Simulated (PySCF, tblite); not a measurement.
# C7H12SSi: geometry, infrared bands and NMR shifts

What infrared bands and NMR shifts should C7H12SSi (`C#C[C@@]1([SiH3])CCCSC1`) show?

Programs: tblite 0.8.0 and PySCF 2.14.0, with density-fitted response routines of our own. Each step states its level of theory. These are calculated values for one molecule in the gas phase, unless marked as measured. Atoms are numbered from 0 throughout.

## (1) Starting geometry

21 atoms, charge 0, multiplicity 1; geometry from: force field or distance geometry start.

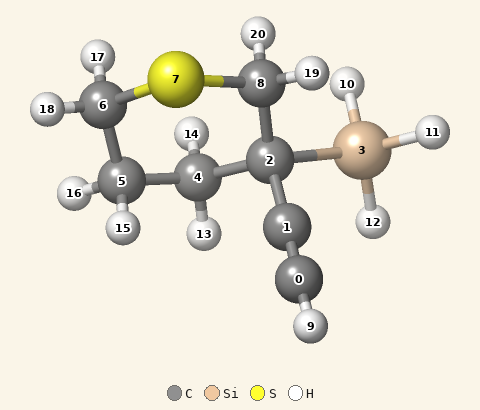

The starting geometry (carbon grey, silicon light orange, sulfur yellow, hydrogen white), atoms numbered.

## (2) Geometry optimisation with GFN2-xTB

Job settings and geometry (Å):

```
{"job": {"kind": "relax", "xc": "GFN2-xTB", "basis": "xTB"}, "charge": 0, "multiplicity": 1}
C     -0.885000     2.734500    -0.522000
C     -0.805800     1.578900    -0.243500
C     -0.657000     0.128900     0.128700
Si    -2.508700    -0.622100     0.149700
C      0.172300    -0.612300    -0.942900
C      1.643600    -0.202400    -1.000500
C      2.385400    -0.453200     0.305400
S      1.693100     0.511400     1.680500
C     -0.048300    -0.032600     1.540500
H     -0.972000     3.769700    -0.766900
H     -2.404100    -2.071300     0.510600
H     -3.323400     0.065400     1.191000
H     -3.135200    -0.497600    -1.175700
H     -0.253700    -0.447100    -1.950400
H      0.124300    -1.685700    -0.771700
H      1.740900     0.852600    -1.277000
H      2.141200    -0.776700    -1.786900
H      2.352300    -1.524600     0.571900
H      3.437400    -0.175300     0.206000
H     -0.616200     0.547900     2.287100
H     -0.089900    -1.071200     1.865400
```

Launch:

```bash
$ OMP_NUM_THREADS=1 python probes_run.py task.json out
```

This one command runs all jobs of the session in turn.

Output:

```text
step      E/eV     max force
  0    -707.81301    2.395
  1    -707.79305    4.747
  2    -707.89726    0.603
  3    -707.92138    0.546
  4    -707.95092    0.831
  5    -707.96305    0.421
  6    -707.97136    0.187
  7    -707.97703    0.245
  8    -707.98172    0.251
  9    -707.98522    0.140
 10    -707.98820    0.124
 11    -707.99121    0.158
 12    -707.99450    0.182
 13    -707.99758    0.155
 14    -707.99980    0.099
 15    -708.00114    0.076
 16    -708.00203    0.080
 17    -708.00274    0.095
 18    -708.00334    0.070
 19    -708.00387    0.058
 20    -708.00435    0.056
 21    -708.00480    0.051
 22    -708.00526    0.056
 23    -708.00575    0.045
 24    -708.00624    0.051
 25    -708.00668    0.045
 26    -708.00701    0.034
 27    -708.00726    0.039
 28    -708.00748    0.041
 29    -708.00772    0.041
 30    -708.00796    0.040
 31    -708.00818    0.032
 32    -708.00836    0.034
 33    -708.00849    0.036
 34    -708.00860    0.038
 35    -708.00871    0.040
 36    -708.00885    0.036
 37    -708.00904    0.033
 38    -708.00926    0.038
 39    -708.00947    0.037
 40    -708.00968    0.040
 41    -708.00993    0.039
 42    -708.01024    0.046
 43    -708.01059    0.049
 44    -708.01090    0.037
 45    -708.01116    0.037
 46    -708.01137    0.031
 47    -708.01153    0.026
 48    -708.01160    0.016
 49    -708.01164    0.013
 50    -708.01167    0.015
 51    -708.01171    0.017
 52    -708.01173    0.012
 53    -708.01175    0.007
```

Wall time 0.51 s (1 thread of Arm Neoverse V1, shared host).

Relaxation path: (not every step is listed) (the energy doesn't fall at every step)

```tsv
step	energy from step 0 (eV)	largest force (eV/Å)
0	0.0000	2.3954
1	0.0200	4.7470
2	-0.0842	0.6025
3	-0.1084	0.5463
4	-0.1379	0.8309
5	-0.1500	0.4214
6	-0.1584	0.1869
7	-0.1640	0.2452
8	-0.1687	0.2507
12	-0.1815	0.1818
16	-0.1890	0.0805
20	-0.1913	0.0557
24	-0.1932	0.0506
28	-0.1945	0.0413
32	-0.1954	0.0344
36	-0.1958	0.0364
40	-0.1967	0.0403
44	-0.1979	0.0369
48	-0.1986	0.0162
49	-0.1986	0.0127
50	-0.1987	0.0146
51	-0.1987	0.0175
52	-0.1987	0.0119
53	-0.1987	0.0073
```

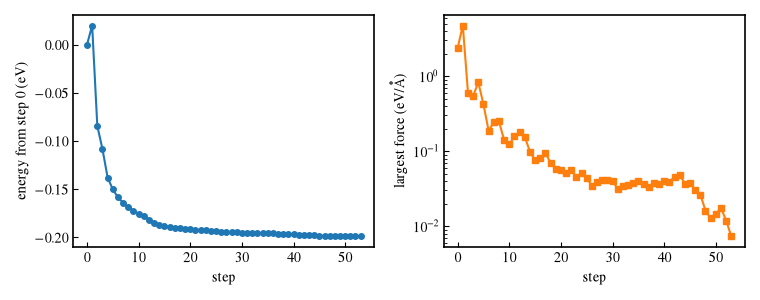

Energy and force, step by step.

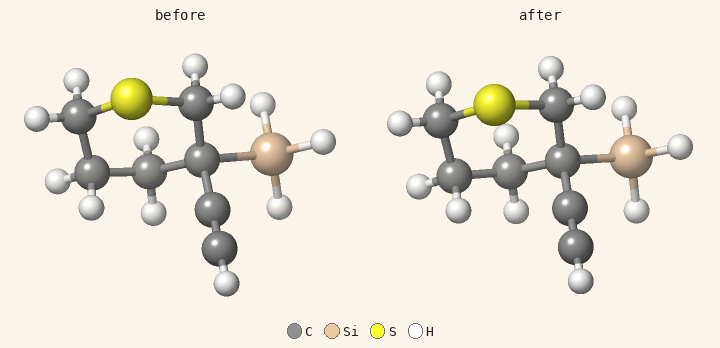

The geometry before (left) and after (right).

Distances of close pairs at the start and the end, largest changes first:

```tsv
bond	before (Å)	after (Å)	change (Å)
C2–Si3	1.998	1.928	-0.070
C1–C2	1.504	1.448	-0.057
Si3–H10	1.497	1.465	-0.032
Si3–H11	1.490	1.460	-0.030
C2–C8	1.546	1.526	-0.020
C0–H9	1.067	1.049	-0.019
C8–H19	1.103	1.090	-0.014
C4–H13	1.106	1.093	-0.014
```

The end geometry stands in the next job.

## (3) Infrared spectrum with GFN2-xTB

Job settings and geometry (Å):

```
{"job": {"kind": "ir", "xc": "GFN2-xTB", "basis": "xTB"}, "charge": 0, "multiplicity": 1}
C     -0.792816     2.649914    -0.501138
C     -0.744844     1.487046    -0.219456
C     -0.679030     0.082165     0.123774
Si    -2.485418    -0.591224     0.150954
C      0.153334    -0.670935    -0.926253
C      1.595028    -0.169858    -1.007751
C      2.347662    -0.396624     0.291932
S      1.623456     0.594142     1.635099
C     -0.065981    -0.080995     1.511524
H     -0.831041     3.669296    -0.744781
H     -2.429293    -2.011866     0.504062
H     -3.242297     0.158092     1.149916
H     -3.049751    -0.419687    -1.185611
H     -0.316859    -0.553418    -1.905627
H      0.155997    -1.737639    -0.681527
H      1.592343     0.898113    -1.237297
H      2.115133    -0.692422    -1.815426
H      2.318624    -1.446137     0.593232
H      3.385154    -0.075182     0.212776
H     -0.641218     0.460450     2.261847
H     -0.017104    -1.136289     1.789282
```

Output:

```text
mode    cm-1     km/mol
  1      92.7      0.32
  2     113.6      1.22
  3     122.5      0.10
  4     128.2      0.22
  5     176.5      0.94
  6     201.5      1.40
  7     257.6      1.08
  8     296.5      0.75
  9     324.2      1.43
 10     351.1      0.30
 11     394.7      1.97
 12     461.4      3.12
 13     481.8      2.43
 14     544.4     45.17
 15     546.1     53.85
 16     620.3     21.34
 17     668.3     13.04
 18     682.2      8.45
 19     708.2     19.41
 20     728.8      9.65
 21     767.1    152.66
 22     772.3    165.21
 23     787.0    443.10
 24     832.0      1.71
 25     859.9      4.48
 26     903.5      8.93
 27     946.9      4.27
 28     970.3     31.68
 29    1010.1      3.18
 30    1070.5      2.39
 31    1079.9      2.00
 32    1110.5      4.57
 33    1161.9      2.11
 34    1186.0      1.26
 35    1220.4      8.68
 36    1244.9     15.90
 37    1266.7      9.56
 38    1269.9      2.81
 39    1340.3      2.47
 40    1345.4      0.25
 41    1440.1      0.03
 42    1447.2      1.25
 43    1471.6      2.28
 44    1486.1      0.30
 45    2259.2    288.04
 46    2277.5      8.89
 47    2294.6    249.16
 48    2301.5    308.69
 49    2943.3      2.62
 50    2947.3     50.13
 51    2950.3     24.03
 52    2955.7     57.94
 53    2972.0     50.94
 54    2989.3     26.57
 55    3001.2     17.53
 56    3008.1     19.64
 57    3397.0      2.27
```

It took 1.1 s on 1 thread of Arm Neoverse V1, shared host.

The strongest bands and the atoms that carry them (share of the mass-weighted mode):

```tsv
cm⁻¹	km/mol	atoms
546	53.9	H11 49 %, H12 22 %
767	152.7	H11 49 %, H12 41 %
772	165.2	H10 58 %, H12 22 %, H11 16 %
787	443.1	H10 32 %, H12 29 %, H11 27 %
2259	288.0	H10 97 %
2295	249.2	H12 93 %
2302	308.7	H11 94 %
2956	57.9	H16 69 %, H17 15 %
```

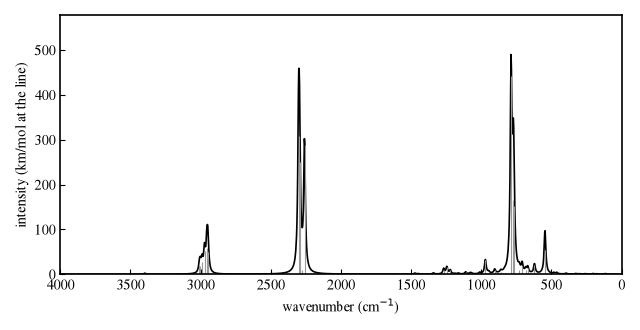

The infrared spectrum from these modes, unscaled. Lines are broadened to a width of 14 cm⁻¹ (Lorentzian).

## (4) NMR shieldings: PBE0/pcSseg-1

The job, as its differences from that of step 3:

```diff
@@ -1,2 +1,2 @@
-{"job": {"kind": "ir", "xc": "GFN2-xTB", "basis": "xTB"}, "charge": 0, "multiplicity": 1}
+{"job": {"kind": "nmr", "xc": "PBE0", "basis": "pcSseg-1"}, "charge": 0, "multiplicity": 1}
 C     -0.792816     2.649914    -0.501138
```

With the program's defaults for keys left out, this is: GIAO PBE0/pcSseg-1 NMR shielding, non-relativistic, gas phase.

Output:

```text
coarse grid: 18296 points
cycle   1  E = -960.8107717021  dE =  1.082e+00  |g| = 4.098e-01  |ddm| = 4.371e+00
cycle   2  E = -960.8164202097  dE = -5.649e-03  |g| = 3.925e-01  |ddm| = 1.055e+00
cycle   3  E = -960.8572494312  dE = -4.083e-02  |g| = 5.769e-02  |ddm| = 5.608e-01
cycle   4  E = -960.8579772640  dE = -7.278e-04  |g| = 2.043e-02  |ddm| = 1.112e-01
cycle   5  E = -960.8580630313  dE = -8.577e-05  |g| = 9.148e-03  |ddm| = 3.479e-02
cycle   6  E = -960.8580809632  dE = -1.793e-05  |g| = 3.965e-03  |ddm| = 1.168e-02
cycle   7  E = -960.8580846146  dE = -3.651e-06  |g| = 1.009e-03  |ddm| = 3.992e-03
final grid: 166592 points
cycle   8  E = -960.9180081583  dE = -6.037e-05  |g| = 9.360e-03  |ddm| = 6.833e-02
cycle   9  E = -960.9179792898  dE =  2.887e-05  |g| = 1.418e-02  |ddm| = 2.623e-02
cycle  10  E = -960.9180283981  dE = -4.911e-05  |g| = 3.041e-03  |ddm| = 1.787e-02
cycle  11  E = -960.9180305989  dE = -2.201e-06  |g| = 6.081e-04  |ddm| = 2.686e-03
cycle  12  E = -960.9180306864  dE = -8.741e-08  |g| = 1.331e-04  |ddm| = 8.823e-04
cycle  13  E = -960.9180306905  dE = -4.169e-09  |g| = 4.016e-05  |ddm| = 2.279e-04
cycle  14  E = -960.9180306910  dE = -4.329e-10  |g| = 6.234e-06  |ddm| = 7.395e-05
converged SCF energy = -960.9180306910

GIAO shielding tensors (ppm)
atom      isotropic    diamagn.    paramagn.     s11        s22        s33       span
  0 C      105.159     258.832    -153.673     36.484     38.880    240.112    203.628
  1 C       96.117     264.816    -168.699     -5.128     -1.468    294.947    300.074
  2 C      164.308     240.492     -76.184    150.633    158.324    183.967     33.334
  3 Si     399.407     879.057    -479.651    359.684    373.854    464.682    104.998
  4 C      149.825     245.992     -96.168    140.363    149.256    159.856     19.493
  5 C      159.916     245.398     -85.482    145.979    164.917    168.851     22.872
  6 C      150.887     249.077     -98.191    144.446    151.294    156.920     12.475
  7 S      515.260    1054.341    -539.081    387.095    503.132    655.554    268.459
  8 C      143.899     246.743    -102.844    130.816    144.309    156.572     25.756
  9 H       29.834      34.793      -4.958     24.402     24.698     40.402     16.000
 10 H       27.941      28.848      -0.907     24.227     26.296     33.301      9.074
 11 H       27.816      28.469      -0.653     24.374     25.950     33.124      8.750
 12 H       27.794      28.472      -0.678     24.362     25.956     33.065      8.702
 13 H       29.821      30.855      -1.034     24.620     29.182     35.661     11.041
 14 H       30.389      31.784      -1.395     26.101     29.619     35.446      9.345
 15 H       29.133      29.387      -0.254     25.475     28.797     33.127      7.651
 16 H       30.032      28.858       1.175     24.561     27.693     37.843     13.281
 17 H       29.121      29.516      -0.395     24.208     27.583     35.571     11.362
 18 H       29.224      28.757       0.467     23.876     26.620     37.176     13.300
 19 H       29.147      29.916      -0.768     23.453     28.544     35.445     11.992
 20 H       28.874      30.698      -1.824     22.690     29.481     34.451     11.761
```

Wall time 69 s (1 thread of Arm Neoverse V1, shared host); peak memory 1.1 GiB.

Shifts follow as δ = σ(reference) − σ, with reference shieldings (ppm) from runs at the same level and on the same kind of geometry: 1H TMS 31.72, 13C TMS 186.9, 29Si TMS 349.2, 33S CS2 504. The references are single molecules in the gas phase. Atoms listed in one row are averaged.

```tsv
atoms	environment	σ (ppm)	δ (ppm)	δ scaled to CDCl3
C1	alkyne carbon	96.1	90.8	86.7
C0	terminal alkyne carbon	105.2	81.8	77.9
C8	sp3 CH2 bonded to S	143.9	43.0	35.7
C4	sp3 CH2 in a ring	149.8	37.1	34.3
C6	sp3 CH2 bonded to S	150.9	36.0	28.8
C5	sp3 CH2 in a ring	159.9	27.0	24.4
C2	propargylic fully substituted sp3 carbon bonded to Si	164.3	22.6	20.2
H10, H11, H12	hydrogen on a silicon bonded to C	27.85	3.87	–
H20	hydrogen on an sp3 CH2 bonded to S	28.87	2.84	2.79
H17	hydrogen on an sp3 CH2 bonded to S	29.12	2.60	2.55
H15	hydrogen on an sp3 CH2 in a ring	29.13	2.58	2.54
H19	hydrogen on an sp3 CH2 bonded to S	29.15	2.57	2.53
H18	hydrogen on an sp3 CH2 bonded to S	29.22	2.49	2.46
H13	hydrogen on an sp3 CH2 in a ring	29.82	1.90	1.89
H9	hydrogen on a terminal alkyne carbon	29.83	1.88	1.88
H16	hydrogen on an sp3 CH2 in a ring	30.03	1.68	1.69
H14	hydrogen on an sp3 CH2 in a ring	30.39	1.33	1.36
Si3	silicon bonded to C, 3 H	399.4	-50.2	–
S7	sulfide sulfur	515	-12	–
```

The scaled column applies a straight-line fit of computed shieldings to shifts measured in CDCl3, with any fitted terms for Cl, Br or S neighbours (root-mean-square error 0.16 ppm for H, 1.9 ppm for C).

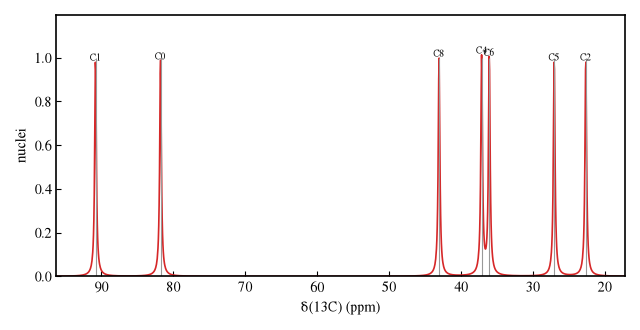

13C lines at the computed shifts, without couplings. Lines are broadened to a width of 0.27 ppm (Lorentzian).

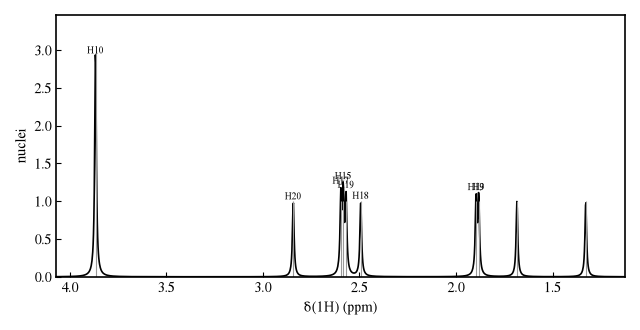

1H lines at the computed shifts, without couplings. Lines are broadened to a width of 0.01 ppm (Lorentzian).

The run also stored atomic charges by several schemes (e):

```tsv
atoms	Mulliken	IAO	Hirshfeld	ESP fit
C0	-0.45	-0.26	-0.12	-0.53
C1	0.51	-0.04	-0.04	0.16
C2	-0.79	-0.23	-0.05	0.04
Si3	0.57	0.61	0.32	0.24
C4	-0.11	-0.25	-0.07	-0.18
C5	-0.19	-0.26	-0.07	0.08
C6	-0.32	-0.34	-0.07	-0.30
S7	0.01	0.07	-0.01	-0.14
C8	-0.20	-0.33	-0.07	-0.54
```

Mulliken charges:

C0 -0.45; C1 0.51; C2 -0.79; Si3 0.57; C4 -0.11; C5 -0.19; C6 -0.32; S7 0.01; C8 -0.20; H9 0.03; H10 -0.08; H11 -0.07; H12 -0.07; H13 0.14; H14 0.12; H15 0.15; H16 0.12; H17 0.14; H18 0.16; H19 0.17; H20 0.15

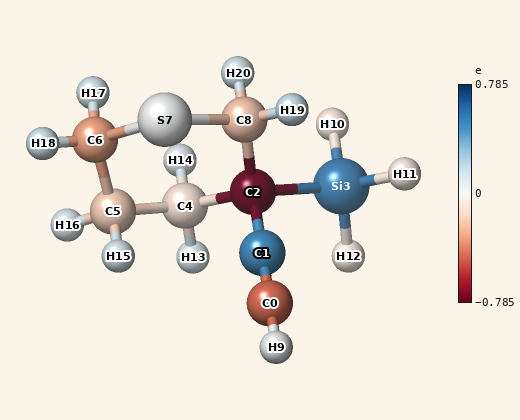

Mulliken charges, as colours on the atoms.

Mayer bond orders: C0–C1 2.50, C1–C2 0.83, C2–Si3 0.85, C2–C4 1.01, C4–C5 1.04, C5–C6 1.02, C6–S7 1.00, S7–C8 1.02, C8–C2 1.01.

Ring of atoms C2, C4, C5, C6, S7, C8: NICS(0) -2.6, NICS(1) -2.1, NICS(1)zz 3.8 ppm (means of both faces).

Orbitals, density, ELF and potential are computed afterwards from the orbital file.

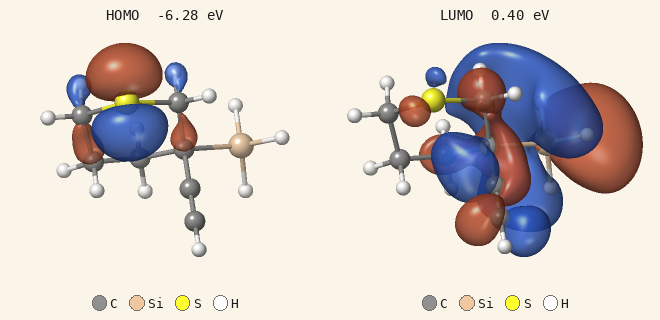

PBE0/pcSseg-1 orbitals near the gap, drawn at the value that encloses 70 % of each; the two colours are the two signs.

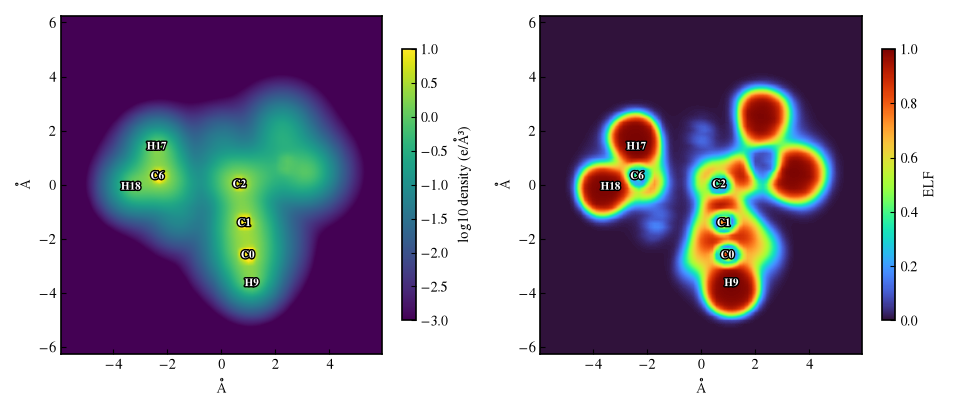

Density (left) and ELF (right) in a plane through or near 7 of the atoms.

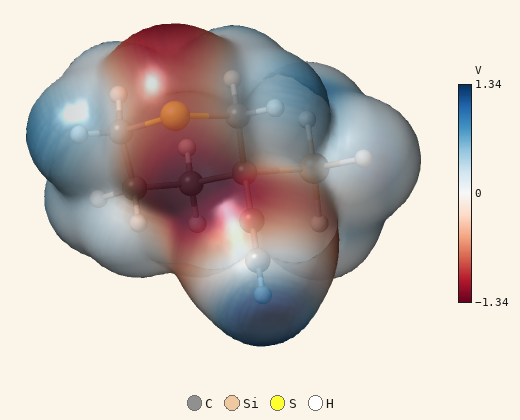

The potential that a unit positive charge feels on the 0.002 e/bohr³ surface, from -1.34 V near S7 to 1.21 V near H9.

## (5) Summary of results

```
                                                              quantity                                                           value
                             strongest single infrared mode (GFN2-xTB)                                            787 cm⁻¹, 443 km/mol
                                          zero-point energy (GFN2-xTB)                                                  101.8 kcal/mol
                                13C shifts against TMS (PBE0/pcSseg-1)                    90.8, 81.8, 43.0, 37.1, 36.0, 27.0, 22.6 ppm
1H shifts against TMS (PBE0/pcSseg-1, means over atoms taken as alike)  3.87, 2.84, 2.60, 2.58, 2.57, 2.49, 1.90, 1.88, 1.68, 1.33 ppm
                               29Si shifts against TMS (PBE0/pcSseg-1)                                                       -50.2 ppm
                                33S shifts against CS2 (PBE0/pcSseg-1)                                                         -12 ppm
                                 surface potential, least and greatest                                              -1.34 V and 1.21 V
```

What this shows: Relaxing lowered the energy by 0.199 eV in 53 steps; the close pair that moved most is C2–Si3, from 1.998 to 1.928 Å. All 57 modes are real, so the xTB geometry is a minimum. The strongest single mode, at 787 cm⁻¹, has its largest shares on H10, H12 and H11 (the list is cut at 3 atoms). Unscaled tight-binding wavenumbers are off by several per cent, some by more. Its intensities can rank the bands wrongly. At PBE0/pcSseg-1: The largest span, 300 ppm, is at C1, where the paramagnetic term is -169 ppm.
